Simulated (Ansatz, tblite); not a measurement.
**Si(SiH3)4 (Si₅H₁₂): spin-state energies by level**

Aim: set other spin states of Si(SiH3)4 (Si₅H₁₂) against its singlet, on many levels of theory.

The runs use Ansatz 0.2.0, Gaussian basis; as each input shows.

Levels to be run: triplet, at the geometry of the singlet (GFN1-xTB, GFN2-xTB, PBE0-D4/def2-TZVP, PBE-D4/def2-TZVP, r2SCAN-D4/def2-TZVP); the singlet's energies come from earlier runs.

1 further run of the same task is left out (set aside as unsound or not needed).

### Step 1. The relaxed structure

The singlet was relaxed beforehand with PBE-D4/def2-SVP.

17 atoms, charge 0, spin multiplicity 1.

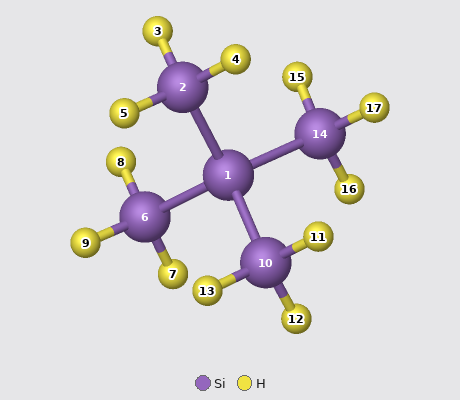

The structure; silicon purple, hydrogen yellow; atoms are numbered from 1 in the order of the file.

### Step 2. Triplet at the fixed geometry, GFN1-xTB

Tight binding, by tblite at 300 K electronic temperature and without a spin-polarisation term:

```python
tblite.interface.Calculator('GFN1-xTB', numbers, positions, charge=0, uhf=2).singlepoint()
```

Energy -423.3129 eV; 0.015 s.

### Step 3. Triplet at the fixed geometry, GFN2-xTB

Tight binding, by tblite at 300 K electronic temperature and without a spin-polarisation term:

```python
tblite.interface.Calculator('GFN2-xTB', numbers, positions, charge=0, uhf=2).singlepoint()
```

Energy -396.1995 eV; 0.019 s.

### Step 4. Triplet at the fixed geometry, PBE0-D4/def2-TZVP

The input, in.yaml:

```yaml
crystal:
  periodic: [false, false, false]
  atoms:
    - {symbol: Si, position_ang: [-0.000474, -0.002015, 0.000563]}
    - {symbol: Si, position_ang: [-0.025673, -0.016074, 2.350373]}
    - {symbol: H, position_ang: [0.701667, -1.228164, 2.870840]}
    - {symbol: H, position_ang: [-1.443978, -0.049265, 2.856596]}
    - {symbol: H, position_ang: [0.649742, 1.219425, 2.885408]}
    - {symbol: Si, position_ang: [2.224145, 0.025486, -0.756936]}
    - {symbol: H, position_ang: [2.262032, 0.057523, -2.262382]}
    - {symbol: H, position_ang: [2.952708, -1.203960, -0.281146]}
    - {symbol: H, position_ang: [2.936238, 1.243580, -0.229627]}
    - {symbol: Si, position_ang: [-1.114545, 1.912874, -0.784034]}
    - {symbol: H, position_ang: [-2.536615, 1.928942, -0.287987]}
    - {symbol: H, position_ang: [-1.128057, 1.925315, -2.290150]}
    - {symbol: H, position_ang: [-0.418721, 3.156707, -0.296875]}
    - {symbol: Si, position_ang: [-1.084130, -1.923531, -0.809177]}
    - {symbol: H, position_ang: [-0.395563, -3.163727, -0.302386]}
    - {symbol: H, position_ang: [-1.060803, -1.938865, -2.315193]}
    - {symbol: H, position_ang: [-2.517983, -1.944242, -0.347888]}
basis:
  gaussian: {orbitals: def2-TZVP}
magnetization: {spin_polarized: true, initial_magnetization: 2}
hamiltonian: {xc: pbe0, dispersion: d4}
scf: {omitted_lower_state_checks: [starts]}
output: {orbitals: {seedname: orbitals}}
```

Command:

```sh
$ ansatz run in.yaml --threads 2 --pin off --events-out ev --progress --plain --max-ram 22528MiB --backend cpu
```

The log of the run:

```text
Functional definition: PBE0
  name "PBE0"
  cite "Adamo & Barone, J. Chem. Phys. 110, 6158 (1999) doi:10.1063/1.478522"
  cite "Perdew, Burke & Ernzerhof, Phys. Rev. Lett. 77, 3865 (1996) doi:10.1103/PhysRevLett.77.3865"
  parent pbe
  parameter a = 0.25
  parameter kappa = 0.804
  parameter beta = 0.06672455060314922
  exchange = (1 - a)*pbe_x(kappa = kappa, mu = beta*pi^2/3) + a*exact_x
  correlation = pbe_c(beta = beta)
these checks for a lower state are left out or cut short: starts
1868 factors; their error is unknown
mean field evaluation 1: about -39560.8103 eV, gradient 1.1e1 eV
mean field evaluation 2: about -39561.3283 eV, gradient 8.8e0 eV
mean field evaluation 4: about -39561.9593 eV, gradient 1.2e0 eV
mean field evaluation 8: about -39562.0202 eV, gradient 3.2e-1 eV
mean field evaluation 16: about -39562.2073 eV, gradient 3.7e-2 eV
mean field evaluation 32: about -39562.2078 eV, gradient 1.5e-3 eV
mean field -39562.20782401 eV, -1453.8843213046 hartree, gradient 7.9e-6 eV, S^2 2.007504; 0 other end points of the search recorded, 0 dependent functions left out
reference -39562.20787497 eV, -1453.8843231774 hartree; 42, 40 occupied and 215, 217 virtual orbitals, 1868 factors
Total energy: -39562.66484131 eV, -1453.9011163806 hartree
Checks for a lower state left out: starts
```

It took 64 s on 2 threads of AMD EPYC 7R13, shared host; peak memory 1.8 GiB.

From the report: HOMO -2.41 eV, LUMO -6.08 eV (over both spins; with the spin held, an empty level of the minority spin lies below the top filled one); ⟨S²⟩ 2.008 (pure: 2.00).

### Step 5. Triplet at the fixed geometry, PBE-D4/def2-TZVP

start.molden holds the orbitals of an earlier run on this state, given as this run's starting guess.

in.yaml, as its differences from that of step 4:

```diff
@@ -21,5 +21,5 @@
 basis:
-  gaussian: {orbitals: def2-TZVP}
+  gaussian: {orbitals: def2-TZVP, initial_orbitals: start.molden}
 magnetization: {spin_polarized: true, initial_magnetization: 2}
-hamiltonian: {xc: pbe0, dispersion: d4}
+hamiltonian: {xc: pbe, dispersion: d4}
 scf: {omitted_lower_state_checks: [starts]}
```

Same command.

The log of the run:

```text
Functional definition: PBE
  name "PBE"
  cite "Perdew, Burke & Ernzerhof, Phys. Rev. Lett. 77, 3865 (1996) doi:10.1103/PhysRevLett.77.3865"
  parent pbe
  parameter kappa = 0.804
  parameter beta = 0.06672455060314922
  exchange = pbe_x(kappa = kappa, mu = beta*pi^2/3)
  correlation = pbe_c(beta = beta)
these checks for a lower state are left out or cut short: starts
1788 factors; their error is unknown
mean field evaluation 1: about -39558.0876 eV, gradient 9.8e0 eV
mean field evaluation 2: about -39558.2645 eV, gradient 2.8e-1 eV
mean field evaluation 4: about -39558.2308 eV, gradient 1.2e-2 eV
mean field evaluation 8: about -39558.2308 eV, gradient 2.1e-5 eV
mean field evaluation 16: about -39558.2308 eV, gradient 1.2e-5 eV
mean field -39558.23078285 eV, -1453.7381677377 hartree, gradient 6.3e-6 eV, S^2 2.005229; 0 other end points of the search recorded, 0 dependent functions left out
reference -39558.23085003 eV, -1453.7381702068 hartree; 42, 40 occupied and 215, 217 virtual orbitals, 1788 factors
Total energy: -39558.74956972 eV, -1453.7572328037 hartree
Checks for a lower state left out: starts
```

Wall time 30 s (2 threads of AMD EPYC 7R13, shared host); peak memory 0.98 GiB.

Report: HOMO -1.75 eV, LUMO -6.75 eV (over both spins; with the spin held, an empty level of the minority spin lies below the top filled one); ⟨S²⟩ 2.005 (pure: 2.00).

### Step 6. Triplet at the fixed geometry, r2SCAN-D4/def2-TZVP

in.yaml, as its differences from that of step 5:

```diff
@@ -23,3 +23,3 @@
 magnetization: {spin_polarized: true, initial_magnetization: 2}
-hamiltonian: {xc: pbe, dispersion: d4}
+hamiltonian: {xc: r2scan, dispersion: d4}
 scf: {omitted_lower_state_checks: [starts]}
```

Launched as before.

The log of the run, cut to the lines that bear on the results:

```text
Functional definition: r2SCAN
  name "r2SCAN"
  cite "Furness, Kaplan, Ning, Perdew & Sun, J. Phys. Chem. Lett. 11, 8208 (2020) doi:10.1021/acs.jpclett.0c02405"
  cite "Furness, Kaplan, Ning, Perdew & Sun, J. Phys. Chem. Lett. 11, 9248 (2020) doi:10.1021/acs.jpclett.0c03077"
  parent r2scan
[...]
1788 factors; their error is unknown
[...]
mean field -39575.36486025 eV, -1454.3678334686 hartree, gradient 8.9e-6 eV, S^2 2.010335; 0 other end points of the search recorded, 0 dependent functions left out
reference -39575.36488487 eV, -1454.3678343730 hartree; 42, 40 occupied and 215, 217 virtual orbitals, 1788 factors
Total energy: -39575.50165555 eV, -1454.3728606029 hartree
Checks for a lower state left out: starts
```

Run time: 97 s. Hardware: 2 threads of AMD EPYC 7R13, shared host; peak memory 1.1 GiB.

From the report: HOMO -1.83 eV, LUMO -6.69 eV (over both spins; with the spin held, an empty level of the minority spin lies below the top filled one); ⟨S²⟩ 2.010 (pure: 2.00).

### Step 7. Triplet less singlet, vertical

The singlet's energies are those of its earlier runs, whose logs aren't repeated here.

| level | triplet less singlet, vertical (eV) | time |
| --- | --- | --- |
| GFN1-xTB | +3.644 | 0.043 s |
| GFN2-xTB | +3.797 | 0.029 s |
| PBE-D4/def2-TZVP | +5.416 | 34 s |
| r2SCAN-D4/def2-TZVP | +5.583 | 1.8 min |
| PBE0-D4/def2-TZVP | +5.699 | 76 s |

Times add the two runs; a level without a time comes out of a correlated run. Tight binding without a spin term can't rank spin states.

### Step 8. Results

```
                                                quantity                                   value
triplet less singlet, vertical, functionals in def2-TZVP  +5.416 (PBE-D4) to +5.699 eV (PBE0-D4)
```

All functionals put the triplet above the singlet, over a spread of 0.282 eV. The checks for a lower triplet were left out, so another state of that spin may lie lower. These are electronic energies, without zero-point motion, entropy or surroundings.
